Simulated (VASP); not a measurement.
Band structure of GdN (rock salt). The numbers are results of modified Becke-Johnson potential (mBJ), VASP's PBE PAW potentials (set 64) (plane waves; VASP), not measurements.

The 4f electrons are frozen in the core of the lanthanide potential, so 4f levels, which can set the real gap, and their magnetism are missing. mBJ is a potential without an energy functional, so only the levels count.

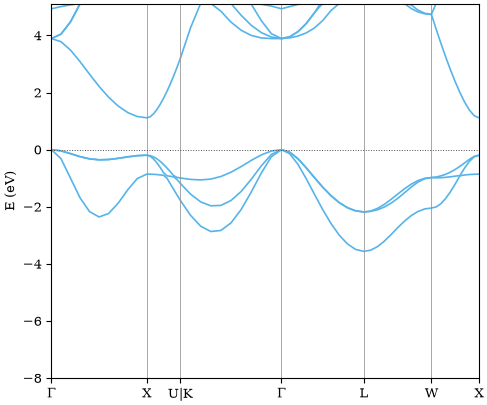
Figure. Bands along high-symmetry lines, zero at the valence-band maximum or, without a gap, the Fermi level

Q: Read the plot: is there a gap, and where are the band edges?

A: The gap is indirect, 1.12 eV, from the valence maximum at Γ to the conduction minimum at X.

The compound is GdN in the rock salt structure. The cell was not relaxed at this level. The cell's shape comes from a PBE relaxation.
